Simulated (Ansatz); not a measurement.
C$_{4}$H$_{11}$Si (SMILES CCC[SiH+]C) (charge +1)

```xyz
16

C    -2.1770   -0.8966   -1.9699
C    -0.3181   -2.0079    0.4886
C    -1.5502    0.3501   -2.6221
C    -0.4472    0.8513   -1.6971
Si   -0.6293   -1.6313   -1.2765
H    -2.7103   -1.5511   -2.6761
H    -2.8708   -0.6322   -1.1555
H     0.3370   -2.1734   -2.2641
H     0.7541   -1.9623    0.7346
H    -0.6468   -3.0512    0.6598
H    -0.8941   -1.3594    1.1647
H    -1.1281    0.0941   -3.6064
H    -2.2940    1.1417   -2.7947
H    -0.8249    1.2141   -0.7293
H     0.2152    1.6150   -2.1326
H     0.3293    0.0432   -1.4548
```

Geometry: PBE0-D3(BJ)/def2-SVP.

Level of theory: Ansatz 0.2.0, isolated molecule in a Gaussian basis; Kohn-Sham density functional theory, functional PBE0.

Question: What can the converged electron density and electron localisation function tell about the bonding?

Answer: C–Si (1.83 Å): ρ at the midpoint is about 1 e/Å³; the ELF peaks at about 0.95 between the atoms (a shared electron pair).
C–H (1.10 Å): ρ at the midpoint is about 1.9 e/Å³; the ELF climbs to about 1 towards the hydrogen, as it does in any bond to H (an ordinary covalent bond to hydrogen).
Si–H (1.48 Å): ρ is about 0.81 e/Å³ halfway; the ELF climbs to about 1 towards the hydrogen.

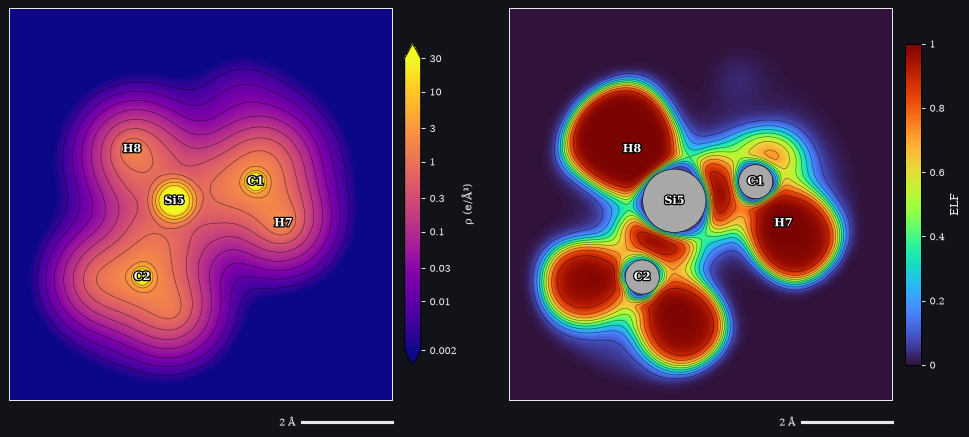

Computed electron density and electron localisation function on the plane of atoms Si5, C1 and H7, in this order. Grey discs cover the atomic cores in the ELF map. 
